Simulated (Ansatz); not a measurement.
**[SnH5]− (SMILES [H][Sn-]([H])([H])([H])[H]): levels of theory compared**

Aim: a comparison of 6 runs (B3LYP/STO-3G, BLYP/STO-3G, CAM-B3LYP/STO-3G, UPBE0/STO-3G, revPBE/STO-3G, CCSDT(Q)/STO-3G) of [SnH5]−. 

The calculation is run with Ansatz 0.2.0.

1 further run of the same task is left out (set aside as unsound or not needed).

## 1. The structure to begin with

[SnH5]−: 6 atoms, total charge -1, spin state singlet. SMILES: `[H][Sn-]([H])([H])([H])[H]`. The H2–Sn1 distance was set to 2.828 Å, away from the relaxed value. At this shape a bond of the SMILES string is far longer than usual.

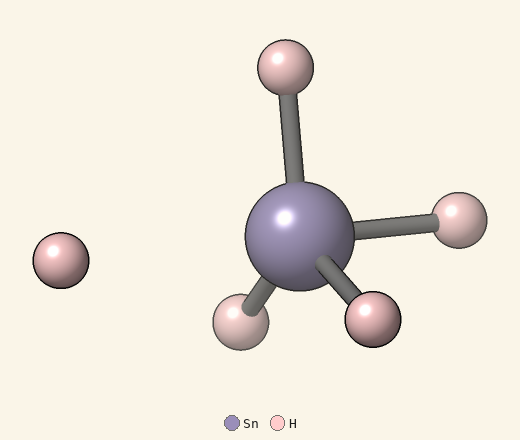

The structure, seen from a chosen angle (tin purple, hydrogen pink).

## 2. The energy at B3LYP/STO-3G (run 1)

molecule.yaml reads:

```yaml
crystal:
  periodic: [false, false, false]
  atoms:
    - {symbol: Sn, position_ang: [0.010710, 0.001030, -0.942233]}
    - {symbol: H, position_ang: [-0.020070, -0.006290, 1.885790]}
    - {symbol: H, position_ang: [0.030510, 0.013160, -2.830683]}
    - {symbol: H, position_ang: [1.793040, 0.013220, -0.923793]}
    - {symbol: H, position_ang: [-0.892210, 1.538410, -0.946073]}
    - {symbol: H, position_ang: [-0.870690, -1.547320, -0.956273]}
basis:
  gaussian:
    orbitals: STO-3G
total_charge: -1
hamiltonian:
  xc: {name: B3LYP}
accuracy: high
```

On the command line:

```bash
ansatz run molecule.yaml --threads 1 --pin off --max-ram 2610MiB --events-out events.jsonl --progress --plain --runs-dir runs
```

The program printed:

```text
Warning: RAYON_NUM_THREADS=1 ignored (pool sized by the plan → 1); use --threads N
Functional definition: B3LYP
  name "B3LYP"
  parameter a0 = 0.2
  parameter ax = 0.72
  parameter ac = 0.81
  exchange = (1 - a0 - ax)*slater_x + ax*b88_x + a0*exact_x
  correlation = (1 - ac)*vwn_rpa_c + ac*lyp_c
566 factors; integrals over basis functions are off by at most 4.7e-9 eV
mean field evaluation 1: about -162395.6347 eV, gradient 1.5e1 eV
mean field evaluation 2: about -162386.2698 eV, gradient 3.1e1 eV
mean field evaluation 4: about -162398.3400 eV, gradient 7.2e-1 eV
mean field evaluation 8: about -162398.2721 eV, gradient 4.4e-2 eV
mean field evaluation 16: about -162398.2721 eV, gradient 3.1e-7 eV
mean field -162398.27214060 eV, -5968.0264236646 hartree, gradient 4.3e-8 eV, S^2 0.000000; 0 other end points of the search recorded, 0 dependent functions left out
reference -162398.27217028 eV, -5968.0264247553 hartree; 28, 28 occupied and 4, 4 virtual orbitals, 566 factors
Total energy: -162398.27217028 eV, -5968.0264247553 hartree
```

It took 1.2 s on 1 thread of AMD EPYC 9R14 (Zen 4), shared host; peak memory 0.12 GiB.

## 3. The energy at BLYP/STO-3G (run 2)

in.yaml reads:

```yaml
crystal:
  periodic: [false, false, false]
  atoms:
    - symbol: Sn
      position_ang: [0.010710, 0.001030, -0.942233]
    - symbol: H
      position_ang: [-0.020070, -0.006290, 1.885790]
    - symbol: H
      position_ang: [0.030510, 0.013160, -2.830683]
    - symbol: H
      position_ang: [1.793040, 0.013220, -0.923793]
    - symbol: H
      position_ang: [-0.892210, 1.538410, -0.946073]
    - symbol: H
      position_ang: [-0.870690, -1.547320, -0.956273]
basis:
  gaussian:
    orbitals: STO-3G
accuracy: high
total_charge: -1
hamiltonian:
  xc: {name: BLYP}
```

On the command line:

```bash
ansatz run in.yaml --threads 1 --pin off --max-ram 2610MiB --events-out events.jsonl --progress --plain --runs-dir runs
```

The program printed:

```text
Warning: RAYON_NUM_THREADS=1 ignored (pool sized by the plan → 1); use --threads N
Functional definition: BLYP
  name "BLYP"
  parameter beta = 0.0042
  parameter a = 0.04918
  parameter b = 0.132
  parameter c = 0.2533
  parameter d = 0.349
  exchange = b88_x(beta = beta)
  correlation = lyp_c(a = a, b = b, c = c, d = d)
566 factors; integrals over basis functions are off by at most 4.7e-9 eV
mean field evaluation 1: about -162390.5916 eV, gradient 1.9e1 eV
mean field evaluation 2: about -162376.9492 eV, gradient 2.7e1 eV
mean field evaluation 4: about -162394.0522 eV, gradient 3.9e0 eV
mean field evaluation 8: about -162394.1777 eV, gradient 2.7e-1 eV
mean field evaluation 16: about -162394.0849 eV, gradient 1.2e-5 eV
mean field -162394.08492404 eV, -5967.8725462943 hartree, gradient 4.8e-8 eV, S^2 0.000000; 0 other end points of the search recorded, 0 dependent functions left out
reference -162394.08496445 eV, -5967.8725477792 hartree; 28, 28 occupied and 4, 4 virtual orbitals, 566 factors
Total energy: -162394.08496445 eV, -5967.8725477792 hartree
```

It took 1.2 s on 1 thread of AMD EPYC 9R14 (Zen 4), shared host; peak memory 0.12 GiB.

Runs 3 to 5 aren't shown in full; the table further down has their settings and results.

## 4. A single-point energy at CCSDT(Q)/STO-3G (run 6)

molecule.yaml reads:

```yaml
crystal:
  periodic: [false, false, false]
  atoms:
    - symbol: Sn
      position_ang: [0.010710, 0.001030, -0.942233]
    - symbol: H
      position_ang: [-0.020070, -0.006290, 1.885790]
    - symbol: H
      position_ang: [0.030510, 0.013160, -2.830683]
    - symbol: H
      position_ang: [1.793040, 0.013220, -0.923793]
    - symbol: H
      position_ang: [-0.892210, 1.538410, -0.946073]
    - symbol: H
      position_ang: [-0.870690, -1.547320, -0.956273]
basis:
  gaussian:
    orbitals: STO-3G
total_charge: -1
correlation:
  method: ccsdt_q
  frozen_orbitals: {H: 0, Sn: 18}
accuracy: high
scf:
  omitted_lower_state_checks: [cluster_reference, increment]
```

On the command line:

```bash
ansatz run molecule.yaml --threads 1 --pin off --max-ram 2610MiB --events-out events.jsonl --progress --plain --runs-dir runs
```

The program printed:

```text
Warning: RAYON_NUM_THREADS=1 ignored (pool sized by the plan → 1); use --threads N
[... 11 lines left out ...]
18 core orbitals not correlated: weight in the atoms' cores, before any rotation towards them, 1.000 or more for the frozen orbitals, at most 0.000 for the correlated occupied ones
[... 27 lines left out ...]
Total energy: -162340.67697980 eV, -5965.9098405447 hartree
Checks for a lower state left out: cluster_reference, increment
```

It took 0.56 s on 1 thread of AMD EPYC 9R14 (Zen 4), shared host; peak memory 0.1 GiB.

## 5. Overview of the runs

```csv
run,level,frozen core orbitals,energy (Eh),wall time
1,B3LYP/STO-3G,–,-5968.026425,1.2 s
2,BLYP/STO-3G,–,-5967.872548,1.2 s
3,CAM-B3LYP/STO-3G,–,-5968.182046,1.3 s
4,UPBE0/STO-3G,–,-5967.717824,2 s
5,revPBE/STO-3G,–,-5967.685283,1.1 s
6,CCSDT(Q)/STO-3G,18,-5965.909841,0.56 s
```

## 6. Summary of results

```
                                           quantity           value
                                run 6: total energy  -5965.90984 Eh
run 6: correlation energy (18 core orbitals frozen)       -94.4 mEh
                               run 6: T1 diagnostic           0.025
```

**Reading.** Totals of different functionals can't be ranked against each other. In run 6 the log says that unrestricted orbitals would lower the reference, so the values rest on an unstable closed-shell determinant (other closed-shell runs at this shape may share the fault). In runs 1, 2, 3, 4, 5, 6 the basis is minimal, so the values are rough. In runs 1, 2, 3, 4, 5, 6 relativity is left out where basis or elements ask for it. All runs together took 7.4 s, the longest 2 s.
